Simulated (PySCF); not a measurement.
C7H12O (SMILES O=C1CCCCCC1)

The calculation's input:

```
{"job": {"kind": "nmr", "xc": "PBE0", "basis": "pcSseg-1", "solvent": "chloroform", "pop": false}, "charge": 0, "multiplicity": 1}
O      2.675684     1.388648    -0.151537
C      1.607087     0.834094    -0.091050
C      1.283872    -0.404559    -0.892672
C      0.615604    -1.459905    -0.012487
C     -0.909652    -1.339130     0.156575
C     -1.626245     0.022963    -0.012696
C     -0.837828     1.344532     0.024961
C      0.483339     1.321837     0.792479
H      2.215582    -0.790334    -1.310919
H      0.631297    -0.137248    -1.725000
H      0.819259    -2.444537    -0.438696
H      1.101340    -1.442264     0.965705
H     -1.147547    -1.728712     1.148544
H     -1.378117    -2.021014    -0.556139
H     -2.386633     0.067061     0.769821
H     -2.168541     0.007620    -0.960401
H     -1.486613     2.098297     0.476158
H     -0.632833     1.685079    -0.992467
H      0.738472     2.323634     1.143406
H      0.402475     0.673936     1.666415
```

Command:

```sh
OMP_NUM_THREADS=1 python ens_run.py task.json out
```

Geometry: GFN2-xTB; a saddle point, not a minimum.

Computed with PBE0/pcSseg-1, SCF density, in a chloroform solvent model, non-relativistic in PySCF.

Q: What will maps of the electron density and electron localisation function show?

A: C–O (1.21 Å): ρ at the midpoint is about 3.3 e/Å³; the ELF peaks at about 0.85 between the atoms (a multiple bond).
C–C (1.51 Å): ρ at the midpoint is about 1.7 e/Å³; the ELF peaks at about 0.95 between the atoms (localised, covalent bonding).
C–H (1.09 Å): the density is about 2 e/Å³ at the midpoint; the ELF climbs to about 1 towards the hydrogen, as it does in any bond to H; an ordinary covalent bond to hydrogen.

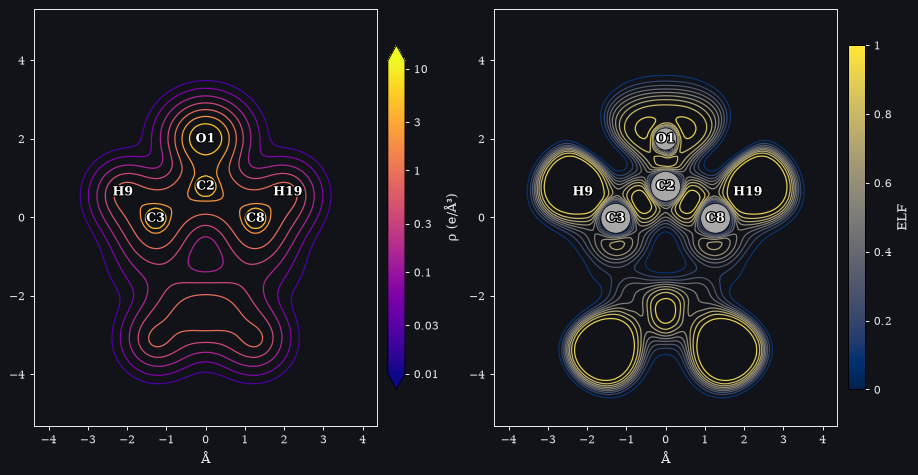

Computed electron density and electron localisation function on the plane of atoms O1, C2 and C3, in this order. Grey discs cover the atomic cores in the ELF map. 
